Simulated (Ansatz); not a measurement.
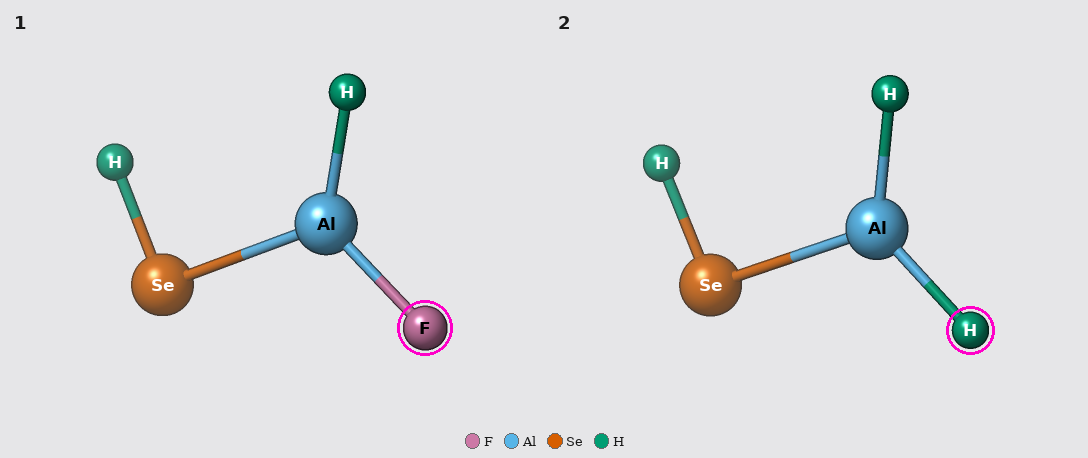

2 molecules with one skeleton, seen from the same side and at one scale; the atom that differs is circled. Each species is neutral and a spin singlet. Computed geometries: PBE0-D4/def2-TZVP optimisations, one conformation each. Properties computed with Ansatz 0.2.0.

One atom differs, called X below: F in panel 1, H in panel 2. Their formulas are AlFH2Se (`[F][AlH][SeH]`), AlH3Se (`[AlH2][SeH]`).

In which is the length of X–Al larger (PBE0-D4/def2-TZVP)?

Answer. In panel 1 (X = F).

In which is the HOMO–LUMO gap larger (ωB97M-V/def2-QZVPP)?

Answer. In panel 1 (X = F).

Give the values. With PBE0-D4/def2-TZVP: length of X–Al (Å), angle X–Al–H (°). With ωB97M-V/def2-QZVPP: HOMO energy (Kohn–Sham orbital) (eV), HOMO–LUMO gap (eV). With PBE0-D4/def2-TZVPP: vertical ionisation energy (eV). With ωB97M-V/def2-TZVPP: dipole moment (D).

| quantity | 1 (F) | 2 (H) | 2 − 1 |
| --- | --- | --- | --- |
| length of X–Al (Å) | 1.647 | 1.579 | −0.068 |
| angle X–Al–H (°) | 119.6 | 124.5 | +4.9 |
| HOMO energy (Kohn–Sham orbital) (eV) | −9.79 | −9.57 | +0.22 |
| HOMO–LUMO gap (eV) | 10.15 | 9.56 | −0.59 |
| vertical ionisation energy (eV) | 9.98 | 9.72 | −0.26 |
| dipole moment (D) | 1.63 | 0.83 | −0.80 |
